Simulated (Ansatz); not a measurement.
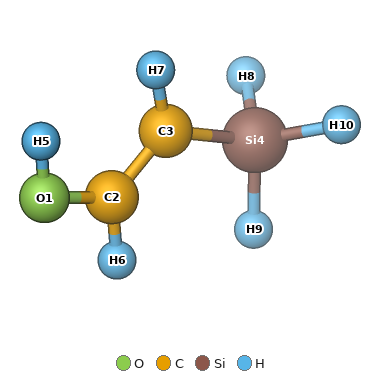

The system is C₂H₆OSi, SMILES OC=C[SiH3]; the picture shows the reference structure. 
- First axis: dihedral O1–C2–C3–Si4. Second axis: dihedral H5–O1–C2–C3.
- Nothing is relaxed (all other coordinates rigid).
- The grid has 8 × 8 points.
- Points are written as (first, second).
- All energies are given in kJ/mol relative to the lowest grid point.
- Energies and slopes of some neighbouring points disagree (a jump in structure or state, or too coarse a mesh). The dihedral twists a double bond; near 90° a spin-restricted reference is unreliable.
- All numbers below come from Ansatz 0.2.0, RKS r2SCAN-D4/def2-TZVP.

Its coordinates:

```yaml
atoms:
  - { symbol: O, position_ang: [-0.9572, 2.1643, -0.7930] }
  - { symbol: C, position_ang: [-0.3517, 1.1857, -0.0809] }
  - { symbol: C, position_ang: [-0.1827, -0.0909, -0.4457] }
  - { symbol: Si, position_ang: [0.6684, -1.3134, 0.6410] }
  - { symbol: H, position_ang: [-1.2606, 1.7942, -1.6338] }
  - { symbol: H, position_ang: [-0.0020, 1.5796, 0.8689] }
  - { symbol: H, position_ang: [-0.5664, -0.4002, -1.4190] }
  - { symbol: H, position_ang: [-0.2218, -2.4539, 0.9897] }
  - { symbol: H, position_ang: [1.0843, -0.6267, 1.8921] }
  - { symbol: H, position_ang: [1.8727, -1.8898, -0.0163] }
```

Range: dihedral O1–C2–C3–Si4 from −180 to 135°; dihedral H5–O1–C2–C3 from −180 to 135°.

> Predict the map.

The lowest grid point is at (−180°, 0°). Other grid points that lie below all their neighbours: (0°, 0°) (3.3 kJ/mol higher); (−180°, −180°) (11 kJ/mol higher); (0°, −180°) (17 kJ/mol higher). The highest grid point, (−90°, −90°), lies 350 kJ/mol above the lowest.

| dihedral H5–O1–C2–C3 ↓, dihedral O1–C2–C3–Si4 → | −180 | −135 | −90 | −45 | 0 | 45 | 90 | 135 |
| --- | --- | --- | --- | --- | --- | --- | --- | --- |
| 135 | 22 | 121 | 302 | 102 | 28 | 124 | 306 | 104 |
| 90 | 36 | 137 | 347 | 124 | 41 | 138 | 350 | 125 |
| 45 | 18 | 107 | 292 | 103 | 23 | 105 | 292 | 104 |
| 0 | 0 | 81 | 243 | 81 | 3 | 81 | 243 | 81 |
| −45 | 18 | 104 | 292 | 105 | 23 | 103 | 292 | 107 |
| −90 | 36 | 125 | 350 | 138 | 41 | 124 | 347 | 137 |
| −135 | 22 | 104 | 306 | 124 | 28 | 102 | 302 | 121 |
| −180 | 11 | 95 | 266 | 97 | 17 | 97 | 266 | 95 |

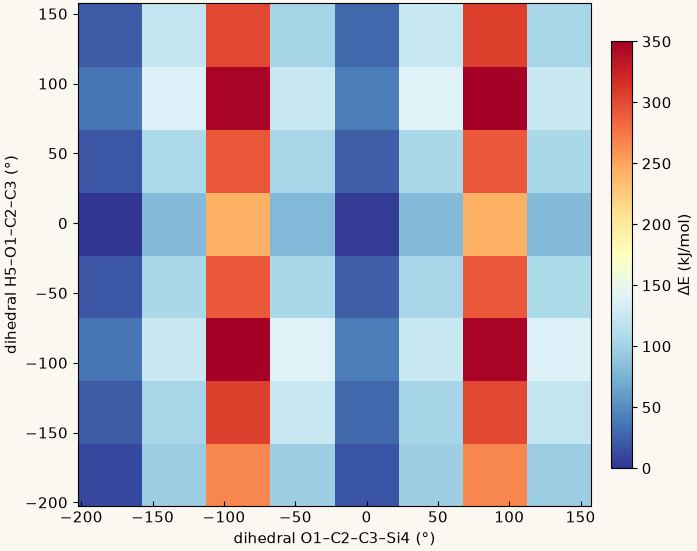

Drawn: one coloured cell a grid point.

The whole map (64 points run) took 10 min on 1 thread of Arm Neoverse V2 (shared host).
